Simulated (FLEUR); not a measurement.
Convergence study of the basis cutoff for W (Im-3m, 1 atom in the cell)

```
W
1.0
   -1.57210     1.57210     1.57210
    1.57210    -1.57210     1.57210
    1.57210     1.57210    -1.57210
W
1
Direct
  0.00000   0.00000   0.00000
```

Level of theory: PBE, all-electron FLAPW (FLEUR), scalar-relativistic valence.

Base settings: Kmax = 4.3 1/bohr; GmaxXC = 17.2 1/bohr; xcFunctional = pbe; jspins = 1; l_soc = F; mode = hist; fermiSmearingEnergy = 0.00367493 Htr; mesh (inpgen div1-3) = 5 5 5; inpgen gamma flag = false; Gmax = 17.2 1/bohr.

Moved along: Gmax, GmaxXC.

The second cell is the first with its lattice scaled by 0.98.

The mesh stays at the base's, so the ladder's end is converged at best in this setting alone.

Only quantities that move along the ladder and can be compared are tabulated.

The starting cell has typed, rounded lattice constants, without a prior relaxation at this level. Its lattice was rescaled by up to half a per cent. Spin polarisation is off. Values depend on the basis (sphere radii, cutoffs, local orbitals), which need not be converged.

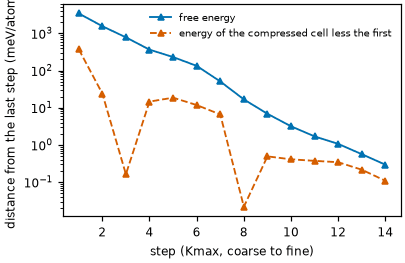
*Distance from the last step along the ladder; very small values are drawn at a floor.*

| Kmax | free energy less the last step's (meV/atom) | energy of the compressed cell less the first (meV/atom) |
|---|---|---|
| 2.54 1/bohr | 3429.56 | -231.53 |
| 2.72 1/bohr | 1557.27 | 167.20 |
| 2.88 1/bohr | 779.60 | 142.98 |
| 3.04 1/bohr | 363.92 | 157.75 |
| 3.19 1/bohr | 230.18 | 124.51 |
| 3.33 1/bohr | 133.33 | 131.34 |
| 3.6 1/bohr | 50.84 | 136.55 |
| 3.85 1/bohr | 16.72 | 143.12 |
| 4.08 1/bohr | 6.87 | 143.63 |
| 4.3 1/bohr | 3.16 | 143.55 |
| 4.51 1/bohr | 1.69 | 143.52 |
| 4.71 1/bohr | 1.06 | 143.49 |
| 5 1/bohr | 0.56 | 143.36 |
| 5.27 1/bohr | 0.29 | 143.25 |
| 5.69 1/bohr | 0.00 | 143.14 |

Coarsest Kmax that holds the energy of the compressed cell less the first within 2 meV/atom of the last step, with all finer ones: 3.85 1/bohr; the step before is off by 6.6 meV/atom.

State of the free energy at the end of the ladder: still drifting one way, by 0.56 meV/atom over the last two steps, so the last step is no safe reference.
